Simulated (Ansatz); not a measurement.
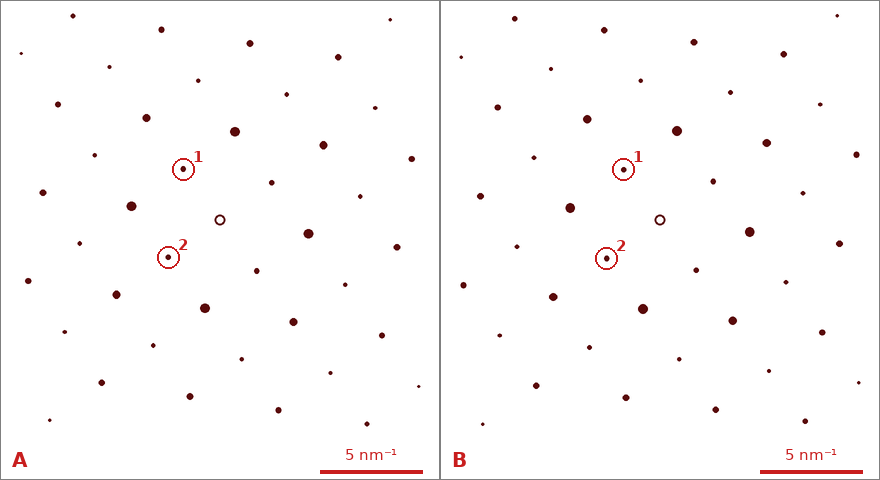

Kinematic electron diffraction patterns (120 kV, B = 0.5 Å², same scale) along [101] of the run's own cell, for the start and the end of one relaxation of AsPt with DFT PBE, scalar-relativistic, plane waves, PAW in Ansatz. k mesh 10×16×10. The start is a generated model structure, and the relaxation ends in the nearest stationary point of its symmetry, not necessarily the ground state. Spot 1 is -1 0 1 and spot 2 is 0 -1 0 in both.

Start structure:

```
As Pt
1.0
     4.63689    0.00000    0.00000
     0.00000    3.09468    0.00000
     0.00000    0.00000    4.64314
As Pt
2 2
Direct
  0.75000 0.00000 0.74582
  0.25000 0.00000 0.25418
  0.75000 0.50000 0.23553
  0.25000 0.50000 0.76447
```

Question: Which pattern belongs to the start structure, and which to the relaxed one?

Answer: B is the start: its cell gives d(1) = 3.281 Å, d(2) = 3.095 Å and an angle of 90.0°. A is the relaxed structure, with d(1) = 3.240 Å (-1.2 %), d(2) = 3.194 Å (+3.2 %) and 90.0°.

Question: Summarise the relaxation behind the change.

Answer: The volume changed by +0.7 % to 16.77 Å³ an atom; with the mean shift removed, the atoms moved by up to 0.06 Å relative to the cell (Pt most); the space group stayed Pmma (No. 51); the free energy fell by 2.4 meV an atom. Relaxed cell: a = 4.575 Å, b = 3.194 Å, c = 4.591 Å, α = 90.00°, β = 90.00°, γ = 90.00°.
